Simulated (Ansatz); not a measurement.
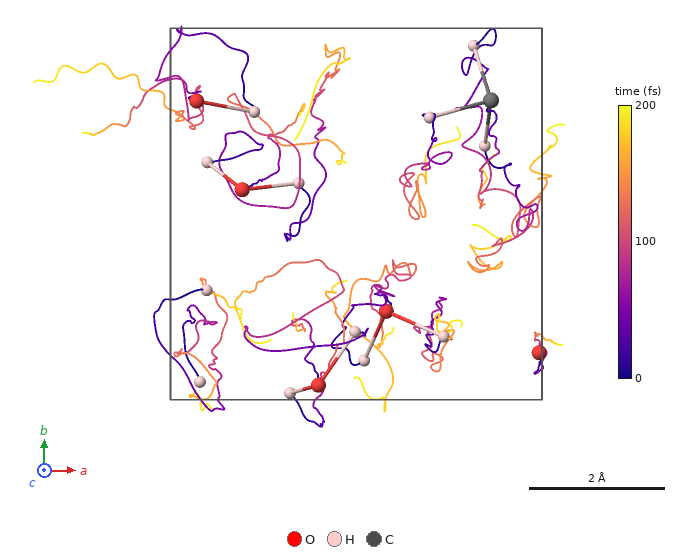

First-principles dynamics of a periodic cell with 4 H2O + 1 CH3OH at 1.027 g/cm³, 200 fs long. It starts from the last geometry of an earlier run, with fresh velocities. Lines trace each atom's path, coloured by time; spheres stand at the starting positions. Seen along the c axis in the simulation cell.

Theory: Ansatz, DFT PBE-D3(BJ), scalar-relativistic, plane waves, PAW. Set-up: plane-wave cutoff 420 eV; k-point mesh 1 × 1 × 1; Fermi-Dirac smearing 0.02 eV; constant energy (NVE); velocities drawn for 1500 K; time step 0.5 fs.

Input
```yaml
crystal:
  lattice:
    - [5.521131, 0.0, 0.0]
    - [0.0, 5.521131, 0.0]
    - [0.0, 0.0, 5.521131]
  atoms:
    - { symbol: O, position: [0.3981717, 0.03933495, 0.68646111] }
    - { symbol: H, position: [0.32167482, 0.01814205, 0.52377887] }
    - { symbol: H, position: [0.49687077, 0.1824616, 0.63936039] }
    - { symbol: O, position: [0.58079242, 0.23834259, 1.2218811] }
    - { symbol: H, position: [0.52129508, 0.10565918, 1.10062051] }
    - { symbol: H, position: [0.7358563, 0.16978057, 1.30153354] }
    - { symbol: O, position: [0.19299971, 0.56554312, 0.39856698] }
    - { symbol: H, position: [0.09938368, 0.63916679, 0.2518539] }
    - { symbol: H, position: [0.34505262, 0.58318184, 0.32330901] }
    - { symbol: O, position: [0.99241285, 0.1269491, 0.37159483] }
    - { symbol: H, position: [1.09784657, 0.29499144, 0.38876823] }
    - { symbol: H, position: [1.07943827, 0.04816131, 0.23182873] }
    - { symbol: C, position: [-0.1373142, -0.19394006, 0.82730513] }
    - { symbol: O, position: [0.07066978, -0.19596871, 0.96673386] }
    - { symbol: H, position: [-0.30225651, -0.24051675, 0.91948311] }
    - { symbol: H, position: [0.2256115, -0.2252046, 0.88652283] }
    - { symbol: H, position: [-0.18389986, -0.04713048, 0.70492509] }
    - { symbol: H, position: [-0.15406751, -0.31653829, 0.67414778] }
basis:
  ecutwfc: 420.0
kpoints:
  mp_grid: { grid: [1, 1, 1] }
hamiltonian:
  xc: pbe
  dispersion: d3bj
scf:
  occupations: { method: fermi_dirac, width: 0.02 }
  lower_state_search: "off"
md:
  timestep: 0.5
  n_steps: 400
  ensemble: nve
  temperature: 1500.0
  initial_velocities: maxwell_boltzmann
  seed: 965488
```

Launched with:
```bash
ansatz run input.yaml --threads 1 --pin off --max-ram 3072MiB --backend cpu --events-out ev --progress --plain --runs-dir out
```

What do the traces tell about the motion?

Root-mean-square distances from the starting positions over the second half, with the common drift of all atoms taken out: H 1.63 Å, C 1.54 Å, O 1.03 Å. The molecules turn and drift from their places.

Limits of the set-up: the periodic images lie only 5.5 Å apart, so the values are limited by the cell's size.

The run took 4.9 min on 1 thread of Arm Neoverse V1, on a shared host, peak memory 0.3 GiB.
